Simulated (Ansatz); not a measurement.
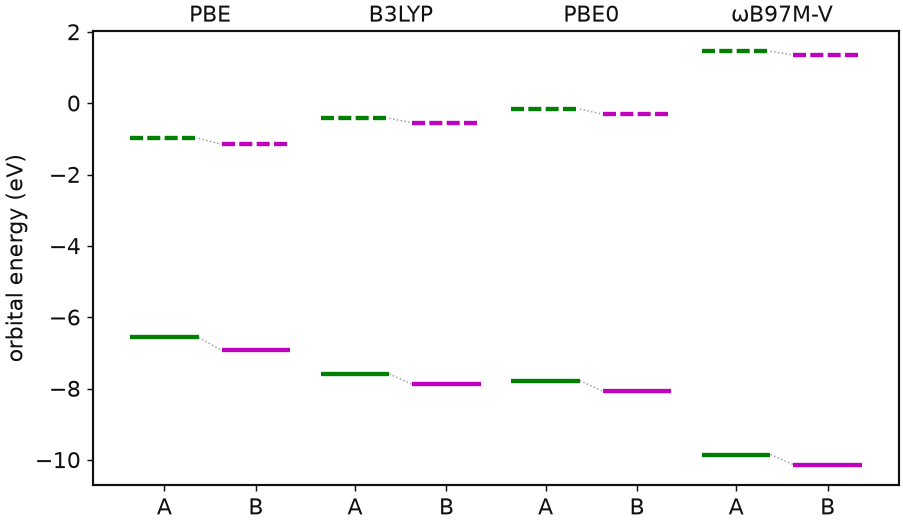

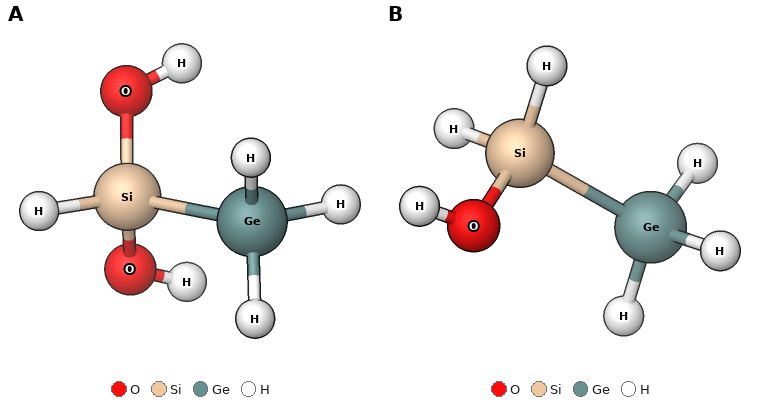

One change: A, GeSiH₆O₂ (SMILES O[SiH](O)[GeH3]), becomes B, GeSiH₆O (SMILES O[SiH2][GeH3]). OH on Si is replaced by H. HOMO (solid) and LUMO (dashed) computed in def2-TZVPP at PBE0-D4/def2-TZVP geometries, both minima by their frequencies, gas phase, the Ansatz code. Empty levels above zero depend strongly on the basis.

### What does the change do to HOMO and LUMO?

PBE: the HOMO falls by 0.37 eV, the LUMO falls by 0.17 eV, and the separation goes from 5.58 to 5.78 eV. B3LYP: the HOMO falls by 0.29 eV, the LUMO falls by 0.12 eV, and the separation goes from 7.16 to 7.34 eV. PBE0: the HOMO falls by 0.30 eV, the LUMO falls by 0.15 eV, and the separation goes from 7.61 to 7.77 eV. ωB97M-V: the HOMO falls by 0.28 eV, the LUMO falls by 0.10 eV, and the separation goes from 11.31 to 11.49 eV.

### Do the functionals agree on the effect?

They agree on the direction for both levels; the HOMO shift lies between −0.37 and −0.28 eV and the LUMO shift between −0.17 and −0.10 eV, while the separations themselves differ by up to 5.7 eV between functionals.
